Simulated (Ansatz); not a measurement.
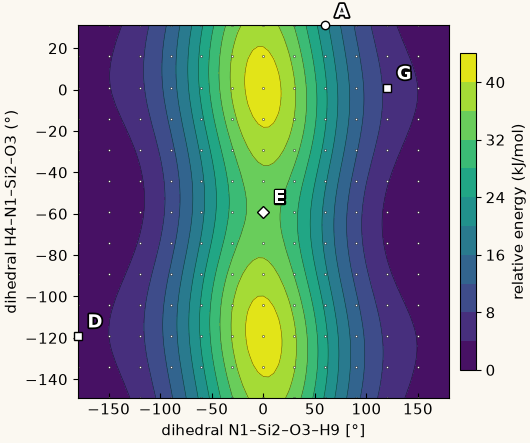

H₆NOSi, SMILES [NH3+][SiH2]O, charge +1. Coordinates scanned: (1) dihedral N1–Si2–O3–H9; (2) dihedral H4–N1–Si2–O3. Nothing is relaxed (all other coordinates rigid). The grid has 12 × 13 points; 94 points were computed and 62 follow by symmetry. Points are written as (first, second). Energies are in kJ/mol, from the lowest grid point. Level of theory: RKS CAM-B3LYP-D4/def2-TZVP in Ansatz.

Drawn: filled contours, dots at the grid points, lettered points. Between grid points the surface is interpolated.

### Is D the lowest point of the computed grid?

No. D lies 3.0 kJ/mol above the lowest grid point, which is at (−180°, −59°).

### What kind of point is each of D, E, G: minimum, saddle, maximum or slope?

D: saddle point; E: saddle point; G: on a slope. (In these two coordinates alone; a stationary point may lie a little off the grid point.)

### Rank the lettered points by energy, lowest first.

D (3.0 kJ/mol), G (7.2 kJ/mol), A (21.2 kJ/mol), E (33.4 kJ/mol).
